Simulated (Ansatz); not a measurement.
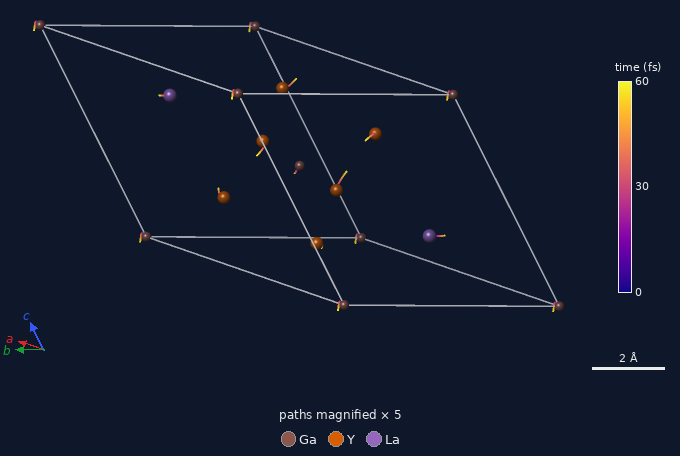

Molecular dynamics of a 10-atom cell of LaY₃Ga, 60 fs long. Lines trace each atom's path, coloured by time; spheres stand at the starting positions. The excursions are magnified 5 times. Seen from a free direction in the reduced simulation cell.

All numbers below come from Ansatz, DFT, PAW plane waves, PBE. Settings: plane-wave cutoff 420 eV; k-point mesh 3 × 3 × 3; cold smearing 0.15 eV; Nosé-Hoover thermostat (NVT); set temperature 100 K; time step 1 fs.

The input:
```yaml
crystal:
  lattice:
    - [3.43859866, 1.98527803, 5.55545723]
    - [-3.43859866, 1.98527803, 5.55545723]
    - [0.0, -3.97054956, 5.55545955]
  atoms:
    - { symbol: Ga, position: [0.0, 0.0, 0.0] }
    - { symbol: Ga, position: [0.5, 0.5, 0.5] }
    - { symbol: "Y", position: [0.8048, 0.6952, 0.25] }
    - { symbol: "Y", position: [0.25, 0.8048, 0.6952] }
    - { symbol: "Y", position: [0.6952, 0.25, 0.8048] }
    - { symbol: "Y", position: [0.1952, 0.3048, 0.75] }
    - { symbol: "Y", position: [0.75, 0.1952, 0.3048] }
    - { symbol: "Y", position: [0.3048, 0.75, 0.1952] }
    - { symbol: La, position: [0.25, 0.25, 0.25] }
    - { symbol: La, position: [0.75, 0.75, 0.75] }
kpoints:
  mp_grid: { grid: [3, 3, 3] }
magnetization:
  spin_polarized: false
scf:
  occupations: { method: cold, width: 0.15 }
hamiltonian:
  pseudopotentials: { kind: paw }
  xc: pbe
basis:
  ecutwfc: 420
md:
  timestep: 1.0
  n_steps: 60
  ensemble: nvt_nose_hoover
  temperature: 100.0
  initial_velocities: maxwell_boltzmann
  seed: 568567
```

Launched with:
```bash
ansatz run input.yaml --threads 2 --pin off --max-ram 2560MiB --backend cpu --events-out ev --progress --plain --runs-dir out
```

### What do the traces tell about the motion?

In the second half of the run the atoms are, in the root-mean-square, this far from where they began (common drift taken out): Y 0.09 Å, La 0.08 Å, Ga 0.04 Å. The run lasts only 60 fs, too short to tell vibration from diffusion.
